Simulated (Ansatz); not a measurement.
HfH$_{2}$SCl$_{4}$: several calculations on one system

**1. Relaxation**

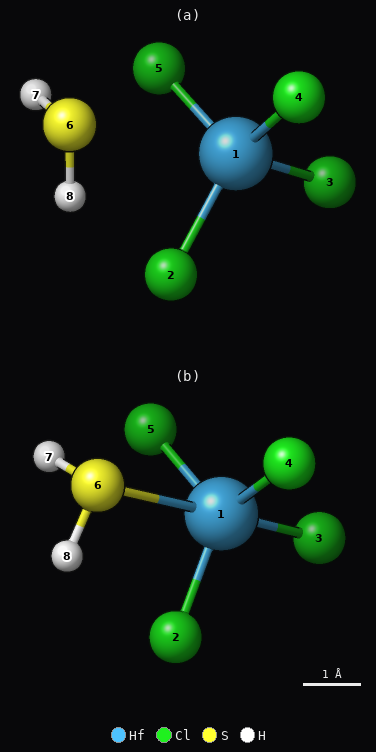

The structure of HfH2SCl4 before (top) and after (bottom) a relaxation, at one scale.

The picture is a ball-and-stick view, seen at a tilt.

The run prepares an end point of a later path (reaction) calculation, from a guessed geometry.

The calculation used Ansatz 0.2.0, RKS LDA/def2-SVP. Settings: no spin polarisation; force threshold 0.03 eV/Å; at most 50 steps.

Summarise the run.

The energy falls by 0.453 eV in 6 geometry steps. The largest force component goes from 1.6 to 0.028 eV/Å. The largest move after the best rigid fit is that of S6, 0.58 Å. By element the largest moves are S 0.58 Å, Hf 0.28 Å, H 0.27 Å, Cl 0.26 Å. Some distances before and after: Hf1–S6 3.737 → 2.892 Å, Hf1–Cl2 2.469 → 2.345 Å, Hf1–Cl5 2.318 → 2.343 Å, S6–H8 1.389 → 1.368 Å. New bonds form, among them: Hf1–S6 (3.74 → 2.89 Å). Bond angles that change, for instance: Cl2–Hf1–Cl3 105.4° → 98.9°, Cl2–Hf1–Cl5 112.4° → 118.0°, Cl4–Hf1–Cl5 111.8° → 117.4°. The run took 11 s on 4 threads of Arm Neoverse V2 (shared host), peak memory 0.21 GiB.

Limits of the set-up: the start holds two separate molecules, 2.6 Å apart at their closest, whose relative position is a soft coordinate and is computed without a dispersion correction.

**2. Relaxation**

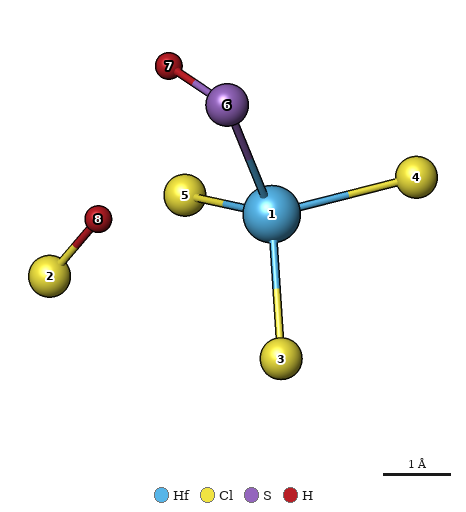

HfH$_{2}$SCl$_{4}$, before the relaxation. Style: ball-and-stick. Shown at a tilt.

The run prepares an end point of a later path (reaction) calculation, from a guessed geometry.

The calculation used Ansatz, RKS LDA/def2-SVP.

The input:
```yaml
crystal:
  periodic: [false, false, false]
  atoms:
    - { symbol: Hf, position_ang: [-0.634121, 0.204287, -0.517423] }
    - { symbol: Cl, position_ang: [-0.154106, -1.364563, 2.814824] }
    - { symbol: Cl, position_ang: [1.374748, 0.956537, 0.342543] }
    - { symbol: Cl, position_ang: [-0.946935, 1.445241, -2.432193] }
    - { symbol: Cl, position_ang: [-0.694887, -2.025047, -1.121989] }
    - { symbol: S, position_ang: [-2.57362, 0.779403, 0.984659] }
    - { symbol: H, position_ang: [-3.063376, -0.490006, 0.800138] }
    - { symbol: H, position_ang: [-1.067102, -0.378653, 2.74984] }
basis:
  gaussian: { orbitals: def2-SVP }
hamiltonian:
  xc: lda
relax:
  f_tol: 0.03
  max_steps: 50
```

Run as
```bash
ansatz run input.yaml --threads 4 --pin off --max-ram 5120MiB --backend cpu --events-out ev --progress --plain --runs-dir out
```

Q: Predict the outcome.

A: The largest move after the best rigid fit is that of Cl2, 1.87 Å. By element the largest moves are Cl 1.87 Å, H 1.84 Å, Hf 0.86 Å, S 0.72 Å. Near-neighbour distances that change, for instance: Cl2–H8 1.345 → 3.421 Å, Hf1–Cl2 3.714 → 2.341 Å, S6–H8 2.594 → 1.368 Å, Hf1–S6 2.520 → 2.827 Å. New bonds form, among them: Hf1–Cl2 (3.71 → 2.34 Å), S6–H8 (2.59 → 1.37 Å). Bonds break, among them: Cl2–H8 (1.35 → 3.42 Å). Among the angles between lasting bonds that change: Cl3–Hf1–S6 111.9° → 174.1°, Cl4–Hf1–S6 105.6° → 77.6°, Cl5–Hf1–S6 110.9° → 84.9°. Over 22 accepted moves (23 points after the start) the energy falls by 27.2 kcal/mol. The largest force component goes from 0.8 to 0.008 eV/Å. The line search rejected the trial step at point 20 of the run.

Final geometry:

```xyz
8

Hf   -0.0391    0.0681    0.0875
Cl    0.5169    0.3161    2.3480
Cl    2.0779    0.2256   -0.8557
Cl   -1.0962    1.8308   -1.0331
Cl   -0.6630   -2.0821   -0.5783
S    -2.5759    0.1458    1.3333
H    -3.3841   -0.3209    0.3337
H    -2.5959   -1.0562    1.9851
```

After the run, drawn alike:

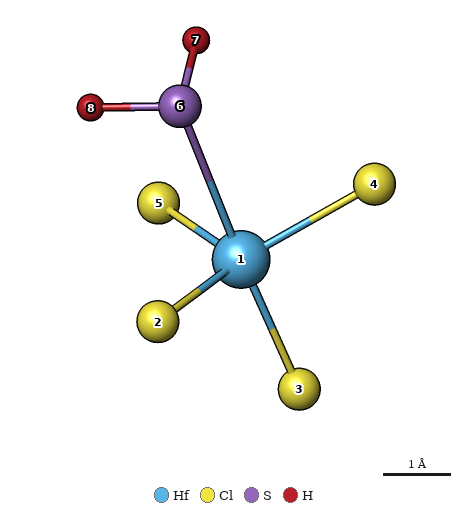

Limits of the set-up: the start holds two separate molecules, 2.6 Å apart at their closest, whose relative position is a soft coordinate and is computed without a dispersion correction.

**3. Path**

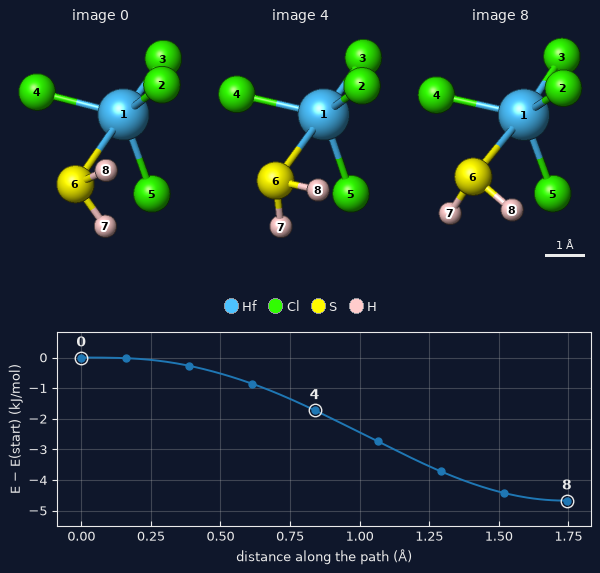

NEB run on HfH2SCl4. Images are numbered from 0 (start) to 8 (end). The picture is a ball-and-stick view, seen from a free direction.

Level of theory: RKS LDA/def2-SVP in Ansatz. Run with 7 movable images; climbing image; force threshold 0.05 eV/Å; iteration limit 60; starting path through a guess of the saddle point.

Q: Describe the mechanism and the energy profile.

A: No bond forms or breaks between the ends. No barrier shows: the energy is highest at the start, and the end lies 4.67 kJ/mol below the start. The band converged in 15 iterations. The largest component of the band force went from 4.3 to 0.044 eV/Å.
